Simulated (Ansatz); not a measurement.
# HfTeS monolayer, Janus: from the cell to its phonons, part 2 of 3

Wanted: phonon frequencies of HfTeS monolayer, Janus and what follows from them.

Ansatz 0.2.0; DFT PBEsol, scalar-relativistic, plane waves, PAW; PAW set soft_1.

So far. Step 4 (Relaxing to small forces for the phonons): The largest force component left is 0.038 meV/Å, within the tolerances set.

## (5) Zone-centre response

The zone centre comes first: it holds the modes that light can see, as far as symmetry allows. No field response is asked, since the mesh shows no gap.

The input, input.yaml:

```yaml
crystal:
  lattice:
    - [3.7361290231, 0.0, 0.0]
    - [-1.8680645116, 3.2355826459, 0.0]
    - [0.0, 0.0, 30.0]
  atoms:
    - { symbol: Hf, position: [0.0, 0.0, 0.3389232222] }
    - { symbol: S, position: [0.3333333333, 0.6666666667, 0.3822237178] }
    - { symbol: Te, position: [0.6666666667, 0.3333333333, 0.2755197267] }
  periodic: [true, true, false]
kpoints:
  mp_grid: { grid: [18, 18, 1] }
hamiltonian:
  xc: pbesol
  pseudopotentials: { kind: paw, azcp: { folder: soft_1 }, xc_functional: pbe }
scf:
  occupations: { method: methfessel_paxton, width: 0.2 }
output:
  eigenvalues: true
phonons:
  method: dfpt
```

On the command line:

```
$ ansatz run input.yaml --threads 4 --pin off --max-ram 16384MiB --backend cpu --events-out ev --progress --plain --runs-dir out
```

Numbers of over 12 decimals in the logs are rounded to 6 here.

What it wrote:

```text
[...]
Crystal: 3 atoms, lattice volume = 362.657 Å³
Basis set: ecut = 420 eV, 7121 PW (Γ), exchange–correlation on 50×50×432 points (8 copies of the dense FFT grid, shifted against one another)
Bands: 29, of which v1, the nominal top of the filled ones, is band 24 counted from 1 (23 counted from 0)
Symmetry: 6 space group operations
k-points: 91 of 324 (irreducible under 2 space group operations, time reversal used)
[...]
SCF iter   1: F=—  HF=-23389.327282 eV  |F-HF|=—  |Δ(HF+E_count)|=         —  Δρ=1.77e-2  dr2=1.75e0  ethr=3.10e-3  ⟨swp⟩=13.0  Hψ=18033  notcnv=0
[...]
SCF iter  13: F=-23388.804992 eV  HF=-23388.804992 eV  |F-HF|=2.00e-10  |Δ(HF+E_count)|=   1.50e-9  S|Δr|=    0.00e0  Δρ=3.81e-8  dr2=8.09e-12  ethr=1.00e-12  ⟨swp⟩=15.8  Hψ=21131  notcnv=0
SCF 1 converged in 13 iterations: F = -23388.804992 eV  dr2 = 8.09e-12
[...]
DFPT response loops at Γ: preconditioner auto → none (partly filled bands, converged f_vac=0.769); β = 0.50; Broyden in place of MSR1
SCF converged after 13 iterations
[...]
Free energy (F): -23388.804992 eV
[...]
Internal energy: -23388.805959 eV  (E = F + TS)
E sigma→0 (E₀):  -23388.805234 eV
Entropy (-TS):   0.000966 eV (0.322 meV/atom)
Fermi energy:    -4.710165 eV
[...]
--- Band table (eV; the first three rows and the last of 91) ---
  k-point 0: bands = [... 20 lower, -8.4445, -6.8993, -4.4158, -4.4158, -3.9247, -3.9247, -3.2612, -1.3268, ... 1 higher]
  k-point 1: bands = [... 20 lower, -8.4331, -6.8200, -4.8598, -4.6450, -3.8283, -3.6833, -3.1249, -1.2246, ... 1 higher]
  k-point 2: bands = [... 20 lower, -8.4025, -6.6663, -5.6051, -4.9840, -3.8773, -3.3143, -2.8951, -1.1706, ... 1 higher]
  k-point 90: bands = [... 20 lower, -8.6493, -8.0102, -7.3386, -6.8739, -3.7173, -2.8946, -2.0581, -0.9842, ... 1 higher]
--- Phonons (Γ-DFPT): 6 representative perturbations + reference, on 91 of 324 k-points (Σ response iterations 30) ---
  k mesh reduced under 2 symmetry operations, with k and −k counted as one. Each operation leaves every solved perturbation unchanged. A smaller set is not used because it would not reduce the number of displacements times k-points to solve
  ASR residual: 1.054e-4 → 0.000e0 eV/Å²; symmetrization residual: 2.272e-5 eV/Å²
  ASR residual per site (eV/Å²): 1.05e-4 3.25e-5 2.53e-6
  Γ frequencies (cm⁻¹): 0.00 0.00 0.00 89.88 89.88 178.70 228.23 228.23 292.21
  non-analytic LO–TO correction: not included (Born effective charges unavailable; polar crystals: no LO–TO splitting at Γ)
```

Elapsed: 3.6 min, on 4 threads of Arm Neoverse V2, shared host; peak memory 3 GiB; 14 min of CPU time.

Reading the cycles: dr2 is the Hartree energy of the density residual (eV), the measure of convergence; HF is the Harris–Foulkes estimate of the energy, which meets the free energy F at convergence.

This step gave:

| Item | Value |
| --- | --- |
| sum-rule residual before enforcement | 1.05e-4 eV/Å² |
| point group | 3m |
| highest optical mode at the zone centre (no LO-TO term) | 292.2 cm⁻¹ |
| lowest optical zone-centre mode | 89.88 cm⁻¹ |

Patterns of degenerate modes are one choice out of their space. Modes at Γ, with each element's share of the kinetic energy:

```
mode  frequency (cm⁻¹)  symmetry  Hf %  S %  Te %
   1               0.0  acoustic    53    9    38
   2               0.0  acoustic    53    9    38
   3               0.0  acoustic    53    9    38
   4              89.9         E    39    1    60
   5              89.9         E    39    1    60
   6             178.7        A1    30    8    62
   7             228.2         E     8   90     2
   8             228.2         E     8   90     2
   9             292.2        A1    17   83     0
```

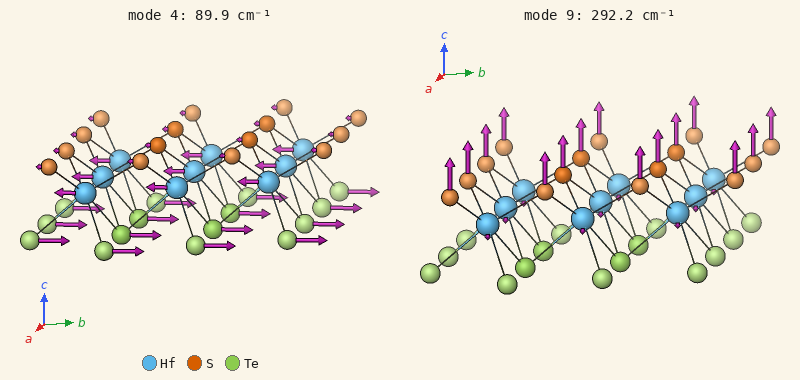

Displacement patterns of modes 4 and 9 at Γ; arrows are exaggerated. 2×2×1 cells are drawn. Some periodic images of atoms are drawn too.

Before it was imposed, the acoustic sum rule was missed by 1.1e-4 eV/Å². Small misses are needed for a sound result but don't prove that mesh and cutoff are converged. The lowest optical mode is real, 89.9 cm⁻¹.

## (6) Phonons on a q mesh

Stability and thermal properties need the whole zone. Linear response on a 4×4×1 q mesh gives force constants as far as a supercell of that size would.

input.yaml, as its differences from that of step 5:

```diff
@@ -11,3 +11,3 @@
 kpoints:
-  mp_grid: { grid: [18, 18, 1] }
+  mp_grid: { grid: [20, 20, 1] }
 hamiltonian:
@@ -21 +21,10 @@
   method: dfpt
+  qmesh: [4, 4, 1]
+  temperatures: { t_max: 1000, t_step: 50 }
+  qpath:
+    path:
+      - [0.0, 0.0, 0.0]
+      - [0.5, 0.0, 0.0]
+      - [0.33333333, 0.33333333, 0.0]
+      - [0.0, 0.0, 0.0]
+    npoints: 10
```

What it wrote:

```text
[...]
Crystal: 3 atoms, lattice volume = 362.657 Å³
Basis set: ecut = 420 eV, 7121 PW (Γ), exchange–correlation on 50×50×432 points (8 copies of the dense FFT grid, shifted against one another)
Bands: 29, of which v1, the nominal top of the filled ones, is band 24 counted from 1 (23 counted from 0)
Symmetry: 6 space group operations
k-points: 44 of 400 (time reversal used)
[...]
SCF iter   1: F=—  HF=-23389.327045 eV  |F-HF|=—  |Δ(HF+E_count)|=         —  Δρ=1.77e-2  dr2=1.75e0  ethr=3.10e-3  ⟨swp⟩=12.9  Hψ=8608  notcnv=0
[...]
SCF iter  13: F=-23388.804655 eV  HF=-23388.804655 eV  |F-HF|=3.89e-10  |Δ(HF+E_count)|=   1.31e-9  S|Δr|=    0.00e0  Δρ=2.90e-8  dr2=2.99e-12  ethr=1.00e-12  ⟨swp⟩=15.5  Hψ=9902  notcnv=0
SCF 1 converged in 13 iterations: F = -23388.804655 eV  dr2 = 2.99e-12
[...]
phonons: the bands overlap, so this run is a metal and interpolates without the dipole-dipole term. If the crystal is really an insulator or semiconductor, its LO-TO splitting is missing
NSCF: frozen V_eff on 44 k-points
WARN: eigensolver did not converge (k=0): 1 band(s) unlocked after 3 eigensolves, warm-restarted (20 sweeps on the last) at ethr=1.23e-12 eV (storage-precision floor; scheduled 1.00e-12 eV) (lowest unlocked band 28, counted from 0; max residual 9.96e-6 eV among the unlocked bands, 9.96e-6 eV over every band; other slots of this pass that fall short are told together in one closing line; warning suppressed until the next SCF loop or pass starts)
[...]
DFPT response loops at q = (0, 0, 0) (fractional): preconditioner auto → none (partly filled bands, converged f_vac=0.769); β = 0.50; Broyden in place of MSR1
[...]
SCF converged after 13 iterations
[...]
Free energy (F): -23388.804655 eV
[...]
Internal energy: -23388.804649 eV  (E = F + TS)
E sigma→0 (E₀):  -23388.804653 eV
Entropy (-TS):   -0.000006 eV (-0.002 meV/atom)
Fermi energy:    -4.708845 eV
[...]
--- Band table (eV; the first three rows and the last of 44) ---
  k-point 0: bands = [... 20 lower, -8.4443, -6.8996, -4.4162, -4.4162, -3.9247, -3.9247, -3.2613, -1.3268, ... 1 higher]
  k-point 1: bands = [... 20 lower, -8.4351, -6.8340, -4.7931, -4.6122, -3.8333, -3.7188, -3.1478, -1.2414, ... 1 higher]
  k-point 2: bands = [... 20 lower, -8.4096, -6.6952, -5.4517, -4.9180, -3.8563, -3.3875, -2.9360, -1.1519, ... 1 higher]
  k-point 43: bands = [... 20 lower, -8.9254, -7.7933, -7.6797, -7.2266, -3.2412, -2.9005, -2.5968, -0.6734, ... 1 higher]
--- Phonons (Γ-DFPT): 6 representative perturbations + reference (Σ response iterations 28) ---
  ASR residual: 2.960e-5 → 0.000e0 eV/Å²; symmetrization residual: 1.843e-5 eV/Å²
  ASR residual per site (eV/Å²): 2.60e-5 2.96e-5 2.52e-5
  Γ frequencies (cm⁻¹): 0.00 0.00 0.00 90.20 90.20 178.06 227.72 227.72 292.13
--- Phonons (arbitrary-q DFPT): 4 irreducible q on the 4×4×1 mesh ---
  q = [0.0000, 0.0000, 0.0000] (star 1, of the zone-centre solve; hermiticity 2.34e-6, symmetrization 8.84e-11): 0.00 0.00 0.00 90.20 90.20 178.06 227.72 227.72 292.13
  q = [0.0000, 0.2500, 0.0000] (star 6, 9 solved perturbations on 210 of 400 k-point pairs; hermiticity 2.31e-6, symmetrization 5.23e-10): 32.40 51.69 83.33 93.48 133.19 166.20 237.27 265.03 284.15
[...]
q = [0.2500, 0.2500, 0.0000] (star 6, 6 solved perturbations in 1830 linear systems a pass and spin channel, the states on 400 of 400 k-point pairs; hermiticity 9.79e-7, symmetrization 2.95e-10): 57.13 85.32 106.52 127.47 143.08 152.76 255.62 269.77 281.79
  sum rule: each row above includes the acoustic sum rule's correction from the zone centre's row sums; it moved no ω² by more than (0.50 cm⁻¹)²
  mesh force constants: q→R imaginary residual 6.66e-18; ASR residual 2.960e-5 → 0.000e0 eV/Å²; symmetrization residual 7.105e-15 eV/Å²
  interpolated dispersion: 31 rows × 9 modes
  density of states and harmonic sums: on the 20×20×1 q-mesh, interpolated from the force constants of a 4×4×1 supercell (no non-analytic term)
  largest difference from the sums on the solved wave vectors: F 4.85e-2 eV, S 6.14e-5 and C_V 1.29e-5 eV/K
  zero-point energy: 0.086529 eV/cell   skipped modes (ω ≤ 0): 5, of them read as no rigid motion or as one in doubt: 2 (3.000e-2 modes/cell left out, lowest -3.12 cm⁻¹)   left out of the sums: 4.17e-3 of the cell's modes: C_V's classical limit lies that fraction below 3 k_B per atom; for a crystal, a wire or a layer, F and S can be off by more, and a phonons.interpolated_qmesh denser along its periods is the remedy for the sampling
```

It took 28 min on 4 threads; peak memory 7.8 GiB.

This step gave:

```yaml
sum_rule_residual_before_enforcement: 2.96e-5 eV/Å²
lowest_frequency_on_the_path: -3.260 cm⁻¹
highest_frequency_on_the_path_or_at_a_solved_wavevector: 292.1 cm⁻¹
highest_optical_mode_at_the_zone_centre_no_lo_to_term: 292.1 cm⁻¹
lowest_optical_zone_centre_mode: 90.2 cm⁻¹
lowest_mode_on_the_q_mesh_acoustic_modes_at_gamma_apart: 32.4 cm⁻¹
```

Frequencies (cm⁻¹) solved at each irreducible wavevector; negative means imaginary. Frequencies by wavevector, by row:

```
q in reciprocal lattice units  star  mode 1  mode 2  mode 3  mode 4  mode 5  mode 6  mode 7  mode 8  mode 9
                        0 0 0     1       0       0       0    90.2    90.2   178.1   227.7   227.7   292.1
                     0 0.25 0     6    32.4    51.7    83.3    93.5   133.2   166.2   237.3     265   284.1
                     0 -0.5 0     3      59    62.5    81.9     113   145.6   157.2   234.4   266.6   285.1
                  0.25 0.25 0     6    57.1    85.3   106.5   127.5   143.1   152.8   255.6   269.8   281.8
```

Interpolated from a 4×4×1 q mesh. The phonon branches at the labelled points (cm⁻¹):

```
point  branch 1  branch 2  branch 3  branch 4  branch 5  branch 6  branch 7  branch 8  branch 9
    Γ         0         0         0        90        90       178       228       228       292
    M        59        62        82       113       146       157       234       267       285
    K        62       102       105       140       144       150       262       271       284
    Γ         0         0         0        90        90       178       228       228       292
```

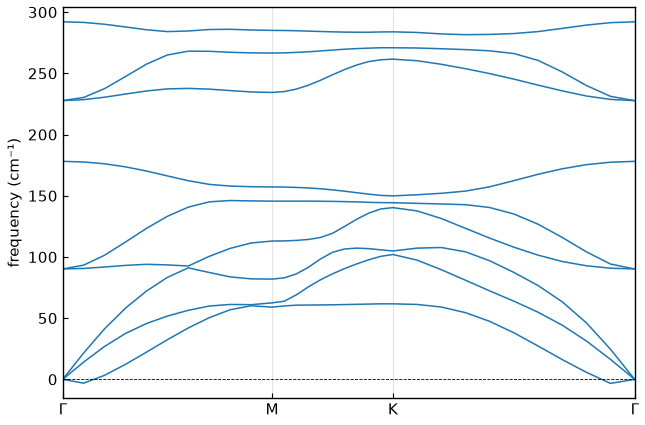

Phonon branches along the path.

The phonon density of states has structure finer than the step of the table below, so its rows give means over 20 cm⁻¹, whole bins alone (the curve runs from -2.5 to 292 cm⁻¹). Peaks (cm⁻¹: height): 57.5: 0.0715, 92.5: 0.0742, 142.5: 0.0737, 157.5: 0.0790, 237.5: 0.0707, 267.5: 0.134, 282.5: 0.137.

Tetrahedra on a 20×20×1 mesh, mean over bins of 5 cm-1. Interpolated from a 4×4×1 q mesh. Phonon density of states against wavenumber; means over each step:

```
wavenumber (cm⁻¹)  phonon density of states (1/cm⁻¹/cell)
               20                                 0.00997
               40                                  0.0215
               60                                  0.0515
               80                                  0.0337
              100                                  0.0590
              120                                  0.0273
              140                                  0.0426
              160                                  0.0433
              180                                 0.00738
              200                                       0
              220                                 0.00260
              240                                  0.0413
              260                                  0.0446
              280                                  0.0567
```

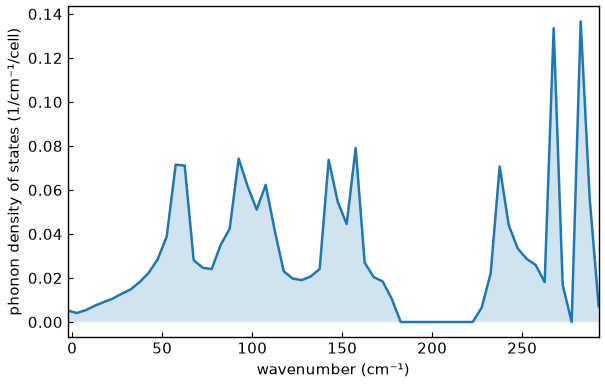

Phonon density of states, plotted against wavenumber.

The partial phonon density of states has structure finer than the step of the table below, so its rows give means over 10 cm⁻¹, whole bins alone (the curve runs from -13.3 to 311 cm⁻¹). Peaks (cm⁻¹: height): Hf 60.1: 0.0619, 92.8: 0.0267, 105.0: 0.0280, 143.7: 0.0268, 156.0: 0.0278, 268.1: 0.0125, 284.4: 0.0110; S 237.5: 0.0600, 268.1: 0.103, 284.4: 0.127; Te 60.1: 0.0240, 94.8: 0.0444, 105.0: 0.0382, 143.7: 0.0622, 156.0: 0.0420.

Phonopy on the run's constants, 17x17x1 mesh, Gaussian sigma 2.3 cm-1. Interpolated from a 4×4×1 q mesh. Partial phonon density of states against wavenumber; means over each step; values in 1/cm⁻¹/cell:

```
wavenumber (cm⁻¹)       Hf        S       Te
                0  0.00244   4.3e-4  0.00181
               10  0.00321   5.5e-4  0.00244
               20  0.00520   8.5e-4  0.00384
               30  0.00753  0.00113  0.00524
               40   0.0117  0.00151  0.00729
               50   0.0211  0.00207   0.0110
               60   0.0470  0.00304   0.0181
               70   0.0207  0.00138  0.00589
               80   0.0173  0.00143   0.0116
               90   0.0224  0.00159   0.0321
              100   0.0226  0.00161   0.0348
              110   0.0206  0.00193   0.0266
              120  0.00799  0.00107   0.0141
              130  0.00655  0.00105   0.0122
              140   0.0150  0.00178   0.0321
              150   0.0176  0.00191   0.0343
              160   0.0180  0.00202   0.0286
              170  0.00669   6.4e-4   0.0121
              180  0.00188   3.5e-4  0.00362
              190   1.5e-6        0   2.3e-6
              200        0        0        0
              210        0        0        0
              220   2.3e-5   2.7e-4   5.5e-6
              230  0.00124   0.0176   2.6e-4
              240  0.00272   0.0485   4.7e-4
              250  0.00186   0.0288   1.5e-4
              260  0.00242   0.0278   2.1e-4
              270  0.00727   0.0595   4.5e-4
              280  0.00456   0.0530   3.8e-4
              290  0.00416   0.0383   2.3e-4
              300   5.0e-5   2.5e-4        0
```

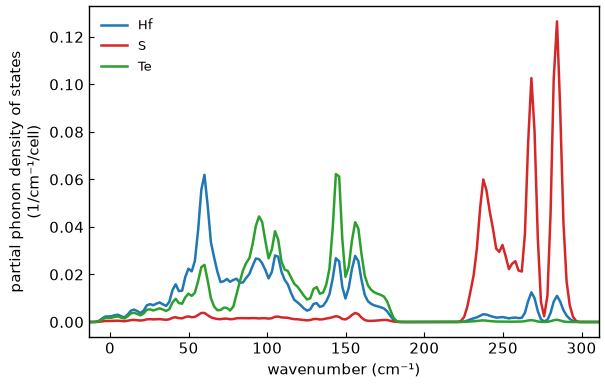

Partial phonon density of states against wavenumber.

Symmetry leaves 4 wavevectors to solve. The lowest mode among them, the acoustic zeros apart, lies at q = (0, 0.25, 0) and is real, 32.4 cm⁻¹.

## (7) Another isotope, element Hf, natural mass 178.486 amu

An isotope changes the mass and not the force constants, so no new electronic calculation is needed; the shifts show which modes move this element.

(Continued in part 3 of 3.)

[Logs are printed without paths, hosts, clocks, repeated set-up lines and the standing remarks that a program may print on its own settings, such as how far it seeks lower states.]

[Hosts, paths, dates, database ids (printed as entryN), source tags and the programs' standing remarks are cut or masked in the printed files.]
